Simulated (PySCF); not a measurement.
# CH7GePS, SMILES `C[S][GeH2][PH2]`: electronic structure

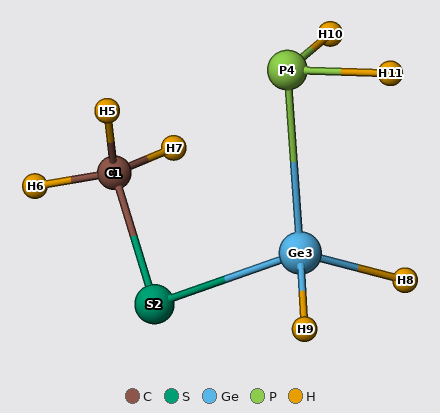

The molecule, with its atoms numbered as below. No frequency check shows the geometry to be a minimum.

Coordinates in Å:

```
C1      -1.7011    1.5509   -0.2251
S2      -1.7649   -0.2203    0.2219
Ge3      0.3599   -0.7904   -0.0856
P4       1.7621    1.0312    0.2141
H5      -0.9062    2.0450    0.3298
H6      -2.6616    1.9689    0.0565
H7      -1.5514    1.6611   -1.2948
H8       0.5174   -1.4696   -1.4478
H9       0.6438   -1.8991    0.9085
H10      1.5807    1.4630   -1.0951
H11      2.8741    0.2771   -0.1286
```

### 1. Bonding charge

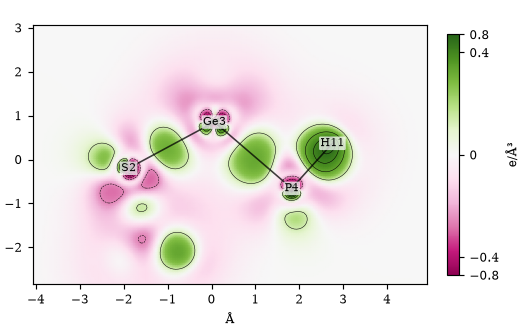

Deformation density (molecule less spherical, spin-averaged free atoms) in the plane of S2, Ge3, P4 and H11; colour scale in e/Å³, logarithmic beyond ±0.1; green: gain, pink: loss.

Method: B3LYP/def2-SVP; geometry: GFN2-xTB; program: PySCF.

**Describe the bonding that the map shows.**

Ge3–P4: +0.17 e/Å³ at the bond critical point (bond length 2.32 Å, Mayer order 1.0). P4–H11: +0.16 e/Å³ at the bond critical point (bond length 1.39 Å, Mayer order 0.9). S2–Ge3: +0.11 e/Å³ at the bond critical point (bond length 2.22 Å, Mayer order 1.1). In all, 2.4 electrons gather in the regions of gain relative to the promolecule. A small or negative value marks a very polar bond, one between electron-rich atoms, whose free-atom densities already overlap strongly, a long bond to a heavier atom, or a closed-shell contact such as a hydrogen bond.

**Where do the Hirshfeld charges lie?**

The highest Hirshfeld charge is on Ge3 (+0.25 e), the lowest on C1 (−0.11 e).

```tsv
atom	charge (e)
C1	−0.11
S2	−0.09
Ge3	+0.25
P4	+0.03
H5	+0.03
H6	+0.05
H7	+0.04
H8	−0.08
H9	−0.08
H10	−0.02
H11	−0.01
```

### 2. Local ionisation energy

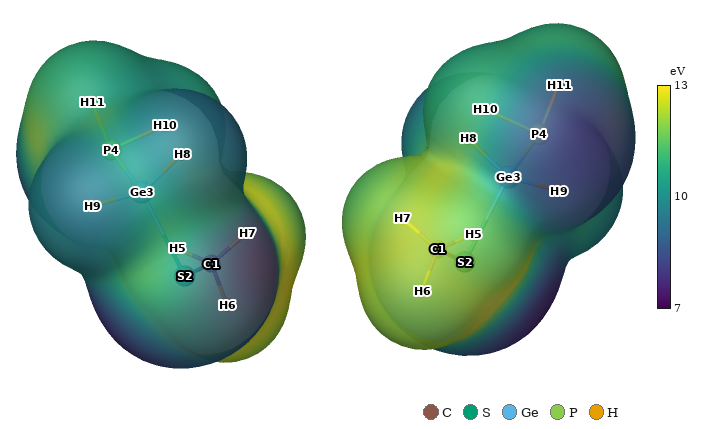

Average local ionisation energy on the surface of electron density 0.001 a.u. (back view left, front view right).

**Locate the minima of the map.**

The lowest value is 7.6 eV, 2.2 Å from S2. Further minima include 7.9 eV, 2.3 Å from P4; 9.1 eV, 1.5 Å from H8; 11.5 eV, 1.4 Å from H7. For comparison, the highest occupied orbital lies at −6.3 eV.

**What volume does the surface enclose, and what is the dipole moment?**

About 149 Å³; the dipole moment is 1.7 D.

### 3. Removing or adding an electron

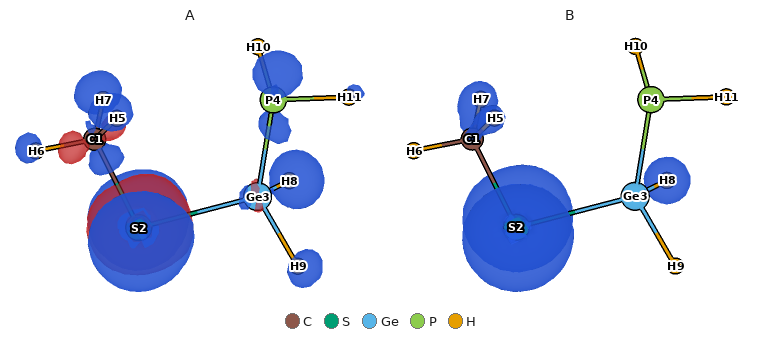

The Fukui function f⁻ from two separate SCF calculations and the density of the HOMO, at ±0.03 e/Å³ (blue positive, red negative).

Computed with PySCF, PBE0/def2-SVPD, geometry: GFN2-xTB.

**Which panel is which, and how good is the frozen-orbital picture?**

A is f⁻ (it has negative regions), B the HOMO density. The HOMO lies on S2 (72 %), Ge3 (8 %) and C1 (6 %); f⁻ (Hirshfeld-condensed) is largest on S2 (0.43); the vertical ionisation energy is 8.69 eV (the stability of the cation's solution wasn't checked). Relaxation shifts 30 % of the electron between atoms. The orbital energy is −6.74 eV.

### 4. Localised orbitals

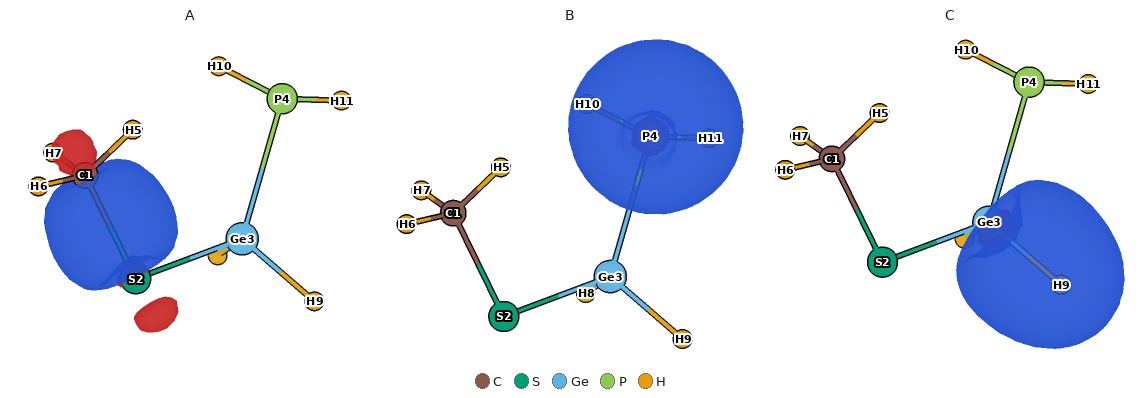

Pipek–Mezey orbitals, occupied; each surface holds about 80 % of the orbital's density. Energies are diagonal elements of the Fock matrix.

Level of theory: LDA (SVWN)/cc-pVTZ (PySCF), at a geometry from GFN2-xTB.

**Identify each orbital.**

By panel:
- A: σ bond S2–C1 (S2 51 %, C1 48 %; −12.7 eV)
- B: lone pair on P4 (sp0.7-type) (P4 98 %; −9.4 eV)
- C: σ bond Ge3–H9 (Ge3 50 %, H9 49 %; −10.2 eV)

**How do all the valence pairs divide up?**

18 pairs: 10 σ bonds, 5 d pairs and 3 lone pairs.

The PySCF runs shown took 28 s, 4.1 min and 69 s on 1 thread of Arm Neoverse N1 (shared host).
